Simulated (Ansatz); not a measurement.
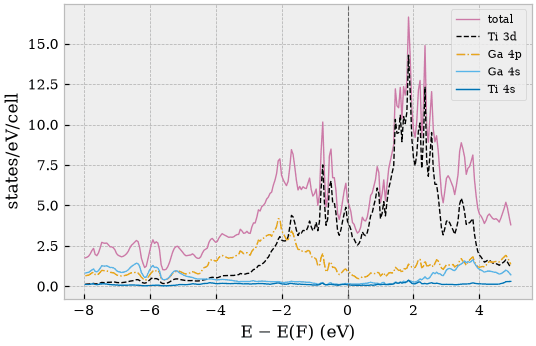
Fig. 1. Total and projected density of states of Ti2Ga3 in space group P4/m (No. 83; Ti on 4k, Ga on 4j, Ga on 1d, Ga on 1a), the program Ansatz at the r²SCAN level (PAW)

Question: Which orbitals carry the states next to the Fermi level?

Answer: Within 0.5 eV of the Fermi level: Ti 3d 77 %, Ga 4p 17 %. Projections are on Löwdin-orthogonalised atomic valence shells; empty p or d shells of many metals are not among them.

Question: Where is the tallest occupied peak in this window, and what makes it?

Answer: Near -0.8 eV, about 10 states/eV per cell; the largest projected share is Ti 3d.

The first step of the workflow began from a Materials Project structure, measured or hypothetical; the Crystallography Open Database files this formula in space group No. 83, but the cells were not matched. Whether it is the stable phase at ambient conditions was not checked. The cell was relaxed with r²SCAN under the symmetry of its start; whether a distortion lowers the energy is not shown. No spin polarisation was allowed. Scalar-relativistic: spin–orbit coupling is off unless named, which matters more the heavier the elements.

Potentials: the earlier of the program's two PAW sets.
